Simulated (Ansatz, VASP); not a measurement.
# CdF2 in two plane-wave programs, part 2 of 2

Wanted: the spread between two codes on one cell, functional and k mesh.  Valence electrons are named where the data sets of a main pair hold unlike numbers.

VASP 6.6.1 and Ansatz 0.2.0.

So far: Starting point; Ansatz: band structure, HSE06; VASP: band structure, HSE06.

## Step 4: Side by side

Known differences besides the potentials themselves: exact exchange at q = 0 is treated differently, which shows on coarse meshes; VASP keeps PBE cores, Ansatz makes them for the functional; the data sets hold 34 valence electrons in Ansatz (on its default PAW (the set named soft_2) files) and 26 in VASP; the cutoff is 420 eV in Ansatz and 520 eV in VASP; VASP takes a coarser grid for exact exchange (PRECFOCK = Fast). Total energies have different zeros and are not compared.

Compared:

```
                     quantity  Ansatz   VASP  difference
gap over the path points (eV)   5.233  5.187      +0.046
```

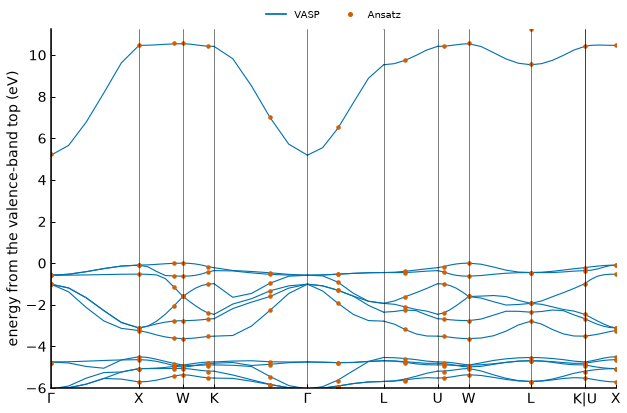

Bands from VASP (lines) and levels from Ansatz (dots). Dots without a line are higher empty bands that the VASP plot leaves out.

Levels at points of the path, from each program's valence-band top (eV; 4 filled, then empty):

```
k (reciprocal lattice)                               Ansatz                                 VASP
     0.000 0.000 0.000   -1.02 -0.58 -0.58 -0.58 5.23 15.00   -1.01 -0.58 -0.58 -0.58 5.19 15.00
     0.500 0.000 0.500  -3.10 -0.54 -0.09 -0.09 10.49 11.94  -3.11 -0.53 -0.09 -0.09 10.46 11.91
     0.500 0.200 0.700  -2.04 -1.16 -0.63 -0.01 10.56 13.39  -2.04 -1.16 -0.62 -0.01 10.54 13.37
     0.500 0.250 0.750   -1.60 -1.60 -0.64 0.00 10.57 13.58   -1.60 -1.60 -0.62 0.00 10.54 13.58
     0.400 0.350 0.750  -2.39 -1.01 -0.43 -0.17 10.45 13.12  -2.39 -1.01 -0.42 -0.16 10.42 13.09
     0.150 0.150 0.300   -1.33 -0.96 -0.54 -0.47 7.03 13.27   -1.33 -0.96 -0.54 -0.46 6.99 13.27
     0.200 0.200 0.200   -1.30 -0.91 -0.53 -0.53 6.52 13.54   -1.30 -0.91 -0.53 -0.53 6.48 13.54
     0.550 0.400 0.550   -2.10 -1.61 -0.46 -0.39 9.77 11.62   -2.10 -1.61 -0.45 -0.39 9.74 11.62
     0.600 0.250 0.650  -2.39 -1.01 -0.43 -0.17 10.45 13.12  -2.39 -1.01 -0.42 -0.16 10.42 13.09
     0.500 0.250 0.750   -1.60 -1.60 -0.64 0.00 10.57 13.58   -1.60 -1.60 -0.62 0.00 10.54 13.58
```

Among the levels compared at these points, filled levels agree within 14 meV and empty ones within 46 meV.

## Step 5: VASP: band structure, PBE-EpsX with an exact-exchange share of 0.357

Levels along a path test the potential and the projectors away from the mesh points.

The run reads the wave functions of an earlier VASP run, which isn't shown here.

The input, INCAR:

```
SYSTEM = CdF2
PREC = Accurate
ENCUT = 520
EDIFF = 1E-06
NELM = 100
ISMEAR = 0
SIGMA = 0.02
LREAL = .FALSE.
ALGO = Normal
LHFCALC = .TRUE.
AEXX = 0.357
GGA = PE
LASPH = .TRUE.
NBANDS = 19
PRECFOCK = Fast
HFRCUT = -1
LORBIT = 11
LWAVE = .FALSE.
LCHARG = .FALSE.
KPAR = 4
```

The input, POSCAR:

```
CdF2
1.0
    0.0000000000      2.6940000000      2.6940000000
    2.6940000000      0.0000000000      2.6940000000
    2.6940000000      2.6940000000      0.0000000000
Cd F
1 2
Direct
    0.0000000000      0.0000000000      0.0000000000
    0.2500000000      0.2500000000      0.2500000000
    0.7500000000      0.7500000000      0.7500000000
```

The input, KPOINTS:

```
Automatic mesh
0
Gamma
5 5 5
0 0 0
```

The input, KPOINTS_OPT:

```
Line mode
6
Line-mode
Reciprocal
  0.00000000   0.00000000   0.00000000 GAMMA
  0.50000000   0.00000000   0.50000000 X

  0.50000000   0.00000000   0.50000000 X
  0.50000000   0.25000000   0.75000000 W

  0.50000000   0.25000000   0.75000000 W
  0.37500000   0.37500000   0.75000000 K

  0.37500000   0.37500000   0.75000000 K
  0.00000000   0.00000000   0.00000000 GAMMA

  0.00000000   0.00000000   0.00000000 GAMMA
  0.50000000   0.50000000   0.50000000 L

  0.50000000   0.50000000   0.50000000 L
  0.62500000   0.25000000   0.62500000 U

  0.62500000   0.25000000   0.62500000 U
  0.50000000   0.25000000   0.75000000 W

  0.50000000   0.25000000   0.75000000 W
  0.50000000   0.50000000   0.50000000 L

  0.50000000   0.50000000   0.50000000 L
  0.37500000   0.37500000   0.75000000 K

  0.62500000   0.25000000   0.62500000 U
  0.50000000   0.00000000   0.50000000 X
```

PAW data sets: Cd and F (PBE family, release 64).

Started as:

```console
$ mpirun -np 4 vasp_std
```

Numbers of over 12 decimals in the logs are rounded to 6 here.

The log of the run:

```text
[banner, memory and clock lines left out]
running    4 mpi-ranks, on    1 nodes
[...]
LDA part: xc-table for (Slater+PW92), standard interpolation
 found WAVECAR, reading the header
 POSCAR, INCAR and KPOINTS ok, starting setup
[...]
HFRCUT set to (new)   10.528053
 reading WAVECAR
 the WAVECAR file was read successfully
 initial charge from wavefunction
 entering main loop
       N       E                     dE             d eps       ncg     rms          rms(c)
DAV:   1    -0.169481599480E+02   -0.16948E+02   -0.10499E+00   380   0.886E+00    0.123E+00
DAV:   2    -0.169707468377E+02   -0.22587E-01   -0.65276E-02   383   0.213E+00    0.108E+00
DAV:   3    -0.169624343539E+02    0.83125E-02   -0.21305E-02   404   0.137E+00    0.677E-01
DAV:   4    -0.169620766070E+02    0.35775E-03   -0.33956E-03   395   0.577E-01    0.435E-01
[...]
DAV:   8    -0.169615036985E+02    0.11202E-04   -0.65051E-06   380   0.383E-02    0.545E-02
DAV:   9    -0.169615016216E+02    0.20769E-05   -0.44125E-06   392   0.239E-02    0.332E-02
DAV:  10    -0.169615015452E+02    0.76478E-07   -0.99411E-07   300   0.111E-02
   1 F= -.16961502E+02 E0= -.16961502E+02  d E =-.284431E-14
 Start KPOINTS_OPT (optional k-point list driver)
k-point batch [1-10\60]
       N       E                     dE             ncg
DAV:   1     0.129076062553E+03   -0.65854E+04      380
DAV:   2    -0.253129402105E+04   -0.26604E+04      409
DAV:   3    -0.268486588161E+04   -0.15357E+03      407
DAV:   4    -0.268700558246E+04   -0.21397E+01      416
DAV:   5    -0.268701654024E+04   -0.10958E-01      419
DAV:   6    -0.268701658396E+04   -0.43718E-04      410
DAV:   7    -0.268701658415E+04   -0.18647E-06      290
[...]
k-point batch [51-60\60]
       N       E                     dE             ncg
DAV:   1     0.163520770792E+03   -0.94977E+04      380
DAV:   2    -0.254944920954E+04   -0.27130E+04      398
DAV:   3    -0.270110972901E+04   -0.15166E+03      419
DAV:   4    -0.270338128475E+04   -0.22716E+01      416
DAV:   5    -0.270339201102E+04   -0.10726E-01      413
DAV:   6    -0.270339205321E+04   -0.42187E-04      413
DAV:   7    -0.270339205337E+04   -0.16514E-06      290
```

Parts of OUTCAR (step 5):

```text
 POSITION                                       TOTAL-FORCE (eV/Angst)
 -----------------------------------------------------------------------------------
      0.00000      0.00000      0.00000        -0.000000      0.000000      0.000000
      1.34700      1.34700      1.34700        -0.000000      0.000000      0.000000
      4.04100      4.04100      4.04100         0.000000     -0.000000     -0.000000
 -----------------------------------------------------------------------------------
    total drift:                               -0.000000      0.000000      0.000000

  FREE ENERGIE OF THE ION-ELECTRON SYSTEM (eV)
  ---------------------------------------------------
  free  energy   TOTEN  =       -16.9615015452 eV

  energy  without entropy=      -16.9615015452  energy(sigma->0) =      -16.96150155

[... 2 parts as in an earlier step ...]

[... 1 further part left out ...]
[key lines of the parts left out:]
E-fermi :  -4.1280
```

## Step 6: Ansatz: band structure, PBE-EpsX with an exact-exchange share of 0.357

The same cell, functional, mesh and smearing now go to Ansatz, which takes its cutoff from its data sets.

The input, input.yaml:

```yaml
crystal:
  lattice:
    - [0.0, 2.694, 2.694]
    - [2.694, 0.0, 2.694]
    - [2.694, 2.694, 0.0]
  atoms:
    - { symbol: Cd, position: [0.0, 0.0, 0.0] }
    - { symbol: F, position: [0.25, 0.25, 0.25] }
    - { symbol: F, position: [0.75, 0.75, 0.75] }
hamiltonian:
  xc: { exchange: pbe, correlation: pbe, exx: { coeff: 0.357 } }
  pseudopotentials: { kind: paw }
kpoints:
  mp_grid: { grid: [5, 5, 5] }
  band_path:
    path:
      - [0.0, 0.0, 0.0]
      - [0.5, 0.0, 0.5]
      - [0.5, 0.2, 0.7]
      - [0.5, 0.25, 0.75]
      - [0.4, 0.35, 0.75]
      - [0.15, 0.15, 0.3]
      - [0.2, 0.2, 0.2]
      - [0.55, 0.4, 0.55]
      - [0.6, 0.25, 0.65]
      - [0.5, 0.25, 0.75]
      - [0.5, 0.5, 0.5]
      - [0.375, 0.375, 0.75]
      - [0.5, 0.0, 0.5]
    npoints: 1
scf:
  occupations: { method: gaussian, width: 0.02 }
  n_extra_bands: 7
output:
  forces: true
  stress: true
  eigenvalues: true
```

Started as:

```console
$ ansatz run input.yaml --threads 4 --pin off --max-ram 9216MiB --backend cpu --events-out ev --progress --plain --runs-dir out
```

The log of the run:

```text
[...]
Crystal: 3 atoms, lattice volume = 39.104 Å³
Basis set: ecut = 420 eV, 749 PW (Γ), exchange–correlation on 54×54×54 points (8 copies of the dense FFT grid, shifted against one another)
Bands: 24, of which v1, the nominal top of the filled ones, is band 17 counted from 1 (16 counted from 0)
Symmetry: 48 space group operations
[...]
k-points: 10 of 125
[...]
--- Band table (eV; the first three rows and the last of 10) ---
  k-point 0: bands = [... 13 lower, 2.5770, 2.9927, 2.9927, 2.9927, 10.8491, 20.6858, 20.6858, 20.6858, ... 3 higher]
  k-point 1: bands = [... 13 lower, 2.2719, 2.6793, 3.0517, 3.0517, 12.1459, 19.2122, 21.3218, 21.3218, ... 3 higher]
  k-point 2: bands = [... 13 lower, 1.7320, 1.7320, 3.1236, 3.1236, 14.6118, 17.4122, 22.5659, 22.5659, ... 3 higher]
  k-point 9: bands = [... 13 lower, 1.5221, 2.3889, 2.9927, 3.5163, 15.9036, 18.2455, 20.6403, 20.7871, ... 3 higher]
[key lines of the parts left out:]
Free energy (F): -9876.535043 eV
Fermi energy:    7.182815 eV
P = ⅓ Tr σ = 0.0410 GPa (0.410 kbar)
```

The job ended after 36 s (4 threads of Arm Neoverse N1, shared host; peak memory 0.78 GiB).

## Step 7: Comparison

What differs besides the data sets and the points named for the pairs above, as far as they apply: the data sets hold 34 valence electrons in Ansatz (on its default PAW (the set named soft_2) files) and 26 in VASP. Total energies have different zeros and are not compared.

Compared:

```
                     quantity  Ansatz   VASP  difference
gap over the path points (eV)   7.239  7.183      +0.057
```

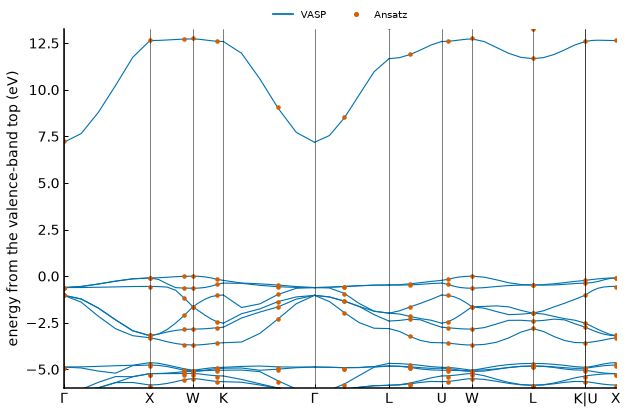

Bands from VASP (lines) and levels from Ansatz (dots). Dots without a line are higher empty bands that the VASP plot leaves out.

Levels at points of the path, from each program's valence-band top (eV; 4 filled, then empty):

```
k (reciprocal lattice)                               Ansatz                                 VASP
     0.000 0.000 0.000   -1.03 -0.62 -0.62 -0.62 7.24 17.08   -1.03 -0.61 -0.61 -0.61 7.18 17.08
     0.500 0.000 0.500  -3.18 -0.56 -0.10 -0.10 12.67 14.00  -3.19 -0.55 -0.10 -0.10 12.64 13.96
     0.500 0.200 0.700  -2.09 -1.18 -0.65 -0.01 12.75 15.48  -2.10 -1.18 -0.64 -0.01 12.72 15.45
     0.500 0.250 0.750   -1.64 -1.64 -0.66 0.00 12.76 15.55   -1.64 -1.64 -0.65 0.00 12.73 15.55
     0.400 0.350 0.750  -2.45 -1.03 -0.44 -0.17 12.63 15.21  -2.45 -1.03 -0.44 -0.17 12.60 15.17
     0.150 0.150 0.300   -1.36 -0.98 -0.57 -0.48 9.06 15.33   -1.36 -0.98 -0.57 -0.47 9.01 15.33
     0.200 0.200 0.200   -1.34 -0.93 -0.56 -0.56 8.54 15.60   -1.34 -0.93 -0.55 -0.55 8.49 15.60
     0.550 0.400 0.550  -2.15 -1.65 -0.47 -0.41 11.92 13.62  -2.16 -1.65 -0.47 -0.41 11.89 13.62
     0.600 0.250 0.650  -2.45 -1.03 -0.44 -0.17 12.63 15.21  -2.45 -1.03 -0.44 -0.17 12.60 15.17
     0.500 0.250 0.750   -1.64 -1.64 -0.66 0.00 12.76 15.55   -1.64 -1.64 -0.65 0.00 12.73 15.55
```

Among the levels compared at these points, filled levels agree within 12 meV and empty ones within 57 meV.

## Step 8: Summary of results

```
largest difference of a filled level at the path points (band structure, HSE06)                                          : 14 meV
difference in gap over the path points (band structure, HSE06)                                                           : 0.046 eV
largest difference of a filled level at the path points (band structure, PBE-EpsX with an exact-exchange share of 0.357) : 12 meV
difference in gap over the path points (band structure, PBE-EpsX with an exact-exchange share of 0.357)                  : 0.057 eV
```

The difference in gap over the path points is 0.057 eV (band structure, PBE-EpsX with an exact-exchange share of 0.357), within the 0.08 eV picked in this series as the mark of a large difference. The data sets hold unlike numbers of valence electrons (34 in Ansatz and 26 in VASP), so part of the differences comes from the potentials. Such differences can come from data sets, numerical settings and the points named under the comparisons, not from the functional's error against experiment.

[Lines on the potential files, build, host, timing and source positions are cut from VASP's logs without a mark.]

[Logs are printed without paths, hosts, clocks, repeated set-up lines and the standing remarks that a program may print on its own settings, such as how far it seeks lower states.]

[Hosts, paths, dates, database ids (printed as entryN), source tags and the programs' standing remarks are cut or masked in the printed files.]
